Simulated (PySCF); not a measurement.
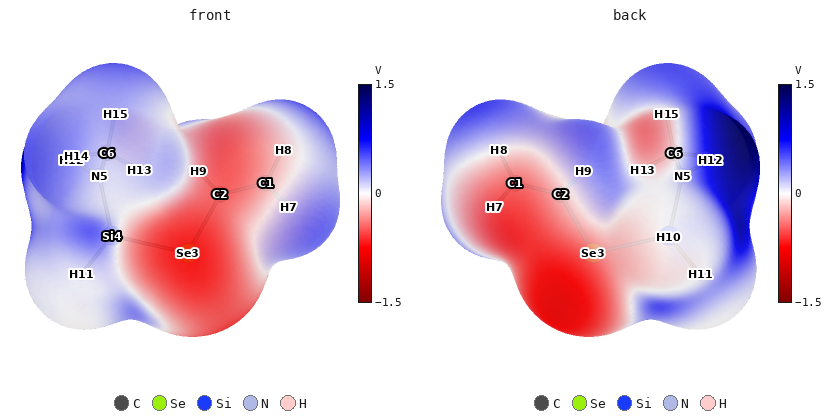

Figure 1: C3H9NSeSi (SMILES C=C[Se][SiH2]NC). The molecular electrostatic potential painted on the density surface at 0.001 e/bohr³, seen from the front and from behind; the colour scale runs from red (negative) to blue (positive).

Geometry: GFN2-xTB.

These are results of CAM-B3LYP/def2-SVPD, SCF density, gas phase (PySCF), not measurements.

```xyz
15

C     2.5584    1.3582    0.6528
C     1.6895    0.4236    0.3100
Se    0.8854   -0.7787    1.5514
Si   -0.5597   -1.8102    0.1019
N    -1.2796   -0.5849   -0.8610
C    -1.7863    0.6792   -0.3736
H     2.8719    1.4960    1.6742
H     2.9883    2.0174   -0.0834
H     1.3646    0.2769   -0.7101
H     0.1686   -2.6353   -0.8591
H    -1.4133   -2.5969    0.9960
H    -1.7693   -0.8873   -1.6897
H    -1.1990    0.9866    0.4908
H    -2.8372    0.6210   -0.0737
H    -1.6868    1.4423   -1.1482
```

Describe the electrostatic potential map.

Answer. The most negative region (about −0.8 V, or −18 kcal/mol for a unit charge) lies over Se3, the most positive (about +1.4 V, or +32 kcal/mol for a unit charge) over H12.
